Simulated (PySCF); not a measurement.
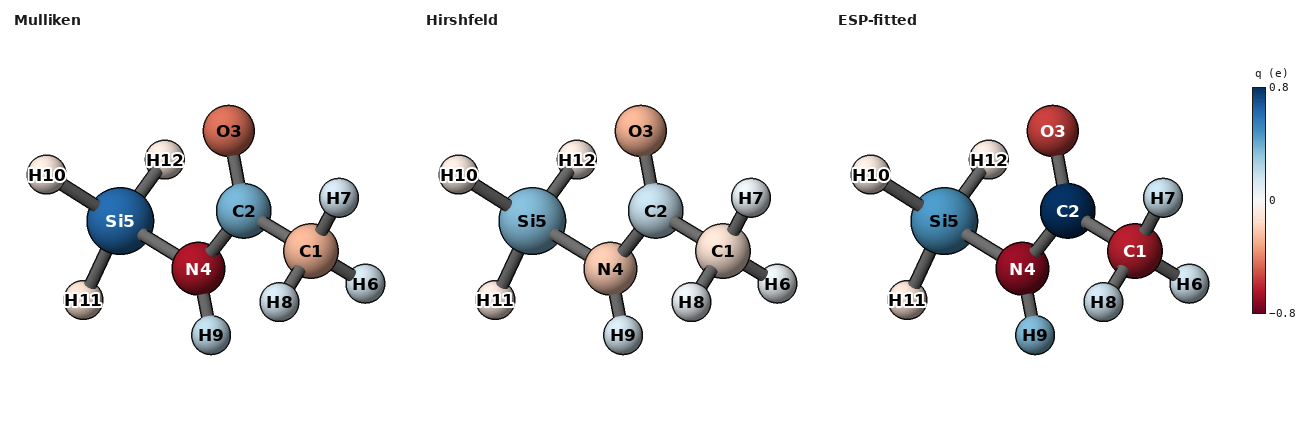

Atomic charges of one calculation by 3 schemes, on one colour scale. The computed structure is the end point of a PBE0-D3(BJ)/def2-SVP optimisation. No frequency run is at hand to confirm it as a minimum. Computed with PBE0/pcSseg-1 (PySCF 2.14.0).

Which scheme gives the most polar picture (largest mean size of the charges)?

The ESP-fitted charges are the largest in size here, and the Hirshfeld charges the smallest.

On which atom do the schemes disagree most?

On C2 (from 0.18 to 0.79 e).

List the charges (e), one line for each set of equivalent atoms. Atoms whose distances differ by more than 0.02 Å in this geometry are listed apart.

```
atom  Mulliken  Hirshfeld  ESP-fitted
  C1     −0.27      −0.12       −0.62
  C2      0.37       0.18        0.79
  O3     −0.43      −0.27       −0.55
  N4     −0.64      −0.21       −0.69
 Si5      0.62       0.35        0.46
  H6      0.14       0.05        0.17
  H7      0.15       0.06        0.18
  H8      0.14       0.05        0.16
  H9      0.20       0.13        0.35
 H10     −0.08      −0.07       −0.07
 H11     −0.12      −0.08       −0.11
 H12     −0.08      −0.07       −0.07
```
